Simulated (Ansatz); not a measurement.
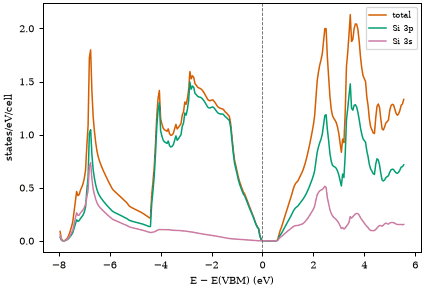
Total and projected density of states of Si (diamond, Fd-3m), PBE+D3(BJ) in the plane-wave PAW code Ansatz

Problem. Which orbitals carry the states next to the gap?

Solution. Top 1 eV of the valence band: Si 3p 96 %. Bottom 1 eV of the conduction band: Si 3p 57 %, Si 3s 27 %, outside the projected shells 16 %. Projections are on Löwdin-orthogonalised atomic valence shells; empty p or d shells of many metals are not among them.

Problem. Where is the tallest occupied peak in this window, and what makes it?

Solution. Near -6.8 eV, about 1.8 states/eV per cell; the largest projected share is Si 3p.

The PBE+D3(BJ) relaxation kept the symmetry of its start.

Potentials: the later of the program's two PAW sets.
